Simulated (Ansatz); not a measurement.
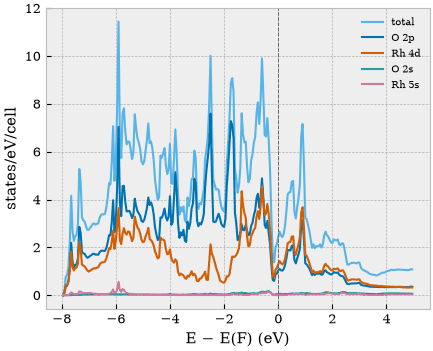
Total and projected density of states of K2Rh2O5 in space group P4/mmm (No. 123; Pearson symbol tP9), the program Ansatz at the r²SCAN level (PAW)

Problem. Which orbitals carry the states next to the Fermi level?

Solution. Within 0.5 eV of the Fermi level: Rh 4d 52 %, O 2p 42 %. Projections are on Löwdin-orthogonalised atomic valence shells; empty p or d shells of many metals are not among them.

Problem. Where is the tallest occupied peak in this window, and what makes it?

Solution. Near -5.9 eV, about 11 states/eV per cell; the largest projected share is O 2p.

The first step of the workflow began from a Materials Project structure, measured or hypothetical; the Crystallography Open Database copy checked does not list it. Its standing as an ambient phase is unchecked. Symmetry was held in the r²SCAN relaxation; its stability against distortions is not shown here. Spin order of the final state: ferromagnetic, chosen from 5 collinear starts compared on coarse meshes (ties went to the first, and starts can fall back to one state), not a proven ground state. Other orbital occupations within this spin state were not tried. No Hubbard U is applied. Scalar-relativistic: spin–orbit coupling is off unless named, which matters more the heavier the elements.

Potentials: the later of the program's two PAW sets.
